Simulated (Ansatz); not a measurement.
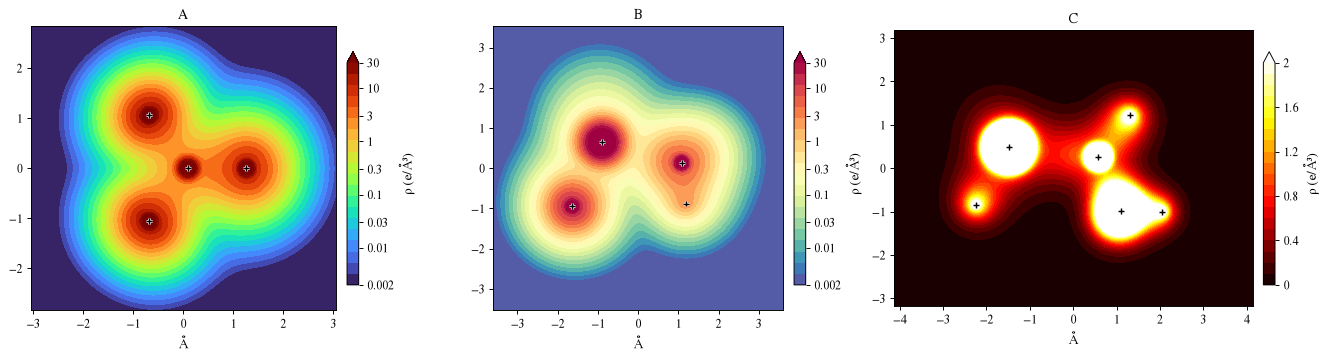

The electron density of 3 systems, each on a plane through atoms (crosses mark nuclei in the plane).

All numbers below come from Ansatz 0.2.0, RKS PBE0-D4/def2-TZVPP.

System 1: CF$_{2}$O (SMILES O=C(F)F), the molecular plane. Geometry: PBE0-D4/def2-TZVP.

```yaml
atoms:
  - { symbol: O, position_ang: [-1.2427, -0.1574, 0.1539] }
  - { symbol: C, position_ang: [-0.0918, -0.0116, 0.0114] }
  - { symbol: F, position_ang: [0.8455, -0.8266, 0.4246] }
  - { symbol: F, position_ang: [0.4890, 0.9956, -0.5899] }
```

System 2: F$_{3}$GaH$_{3}$N (SMILES [NH3+][Ga-]([F])([F])[F]), the plane of atoms Ga2, N1 and H6. Geometry: PBE0-D4/def2-TZVP.

```xyz
8

N    -0.8677   -0.1048    0.4822
Ga    0.9155    0.0933   -0.5099
F     2.0169   -0.5519    0.6966
F     0.6021   -0.9094   -1.9176
F     0.9411    1.8314   -0.7615
H    -1.4939   -0.7086   -0.0412
H    -0.7141   -0.5102    1.4002
H    -1.3078    0.8031    0.5953
```

System 3: BGeH$_{5}$O (SMILES O[BH][GeH3]), the plane of atoms O1, B2 and H5. Geometry: PBE0-D4/def2-TZVP.

```yaml
atoms:
  - { symbol: O, position_ang: [-1.6467, 0.4000, -0.7237] }
  - { symbol: B, position_ang: [-0.3090, 0.2533, -0.8044] }
  - { symbol: Ge, position_ang: [0.7304, -0.3437, 0.8849] }
  - { symbol: H, position_ang: [-2.0561, 0.6789, -1.5485] }
  - { symbol: H, position_ang: [0.2529, 0.4698, -1.8474] }
  - { symbol: H, position_ang: [-0.1673, -0.5649, 2.1147] }
  - { symbol: H, position_ang: [1.4915, -1.6564, 0.6105] }
  - { symbol: H, position_ang: [1.7967, 0.7057, 1.2581] }
```

Which map belongs to which system?

Panel A is system 1, CF$_{2}$O: the plane holds O, C and F. C–O (1.17 Å): the density is about 3.7 e/Å³ at the midpoint. Panel B is system 2, F$_{3}$GaH$_{3}$N: the plane holds N, Ga, F and H. Ga–F (1.76 Å): ρ at the midpoint is about 0.89 e/Å³. Panel C is system 3, BGeH$_{5}$O: the plane holds O, B, Ge and H. B–O (1.35 Å): ρ at the midpoint is about 2.2 e/Å³.
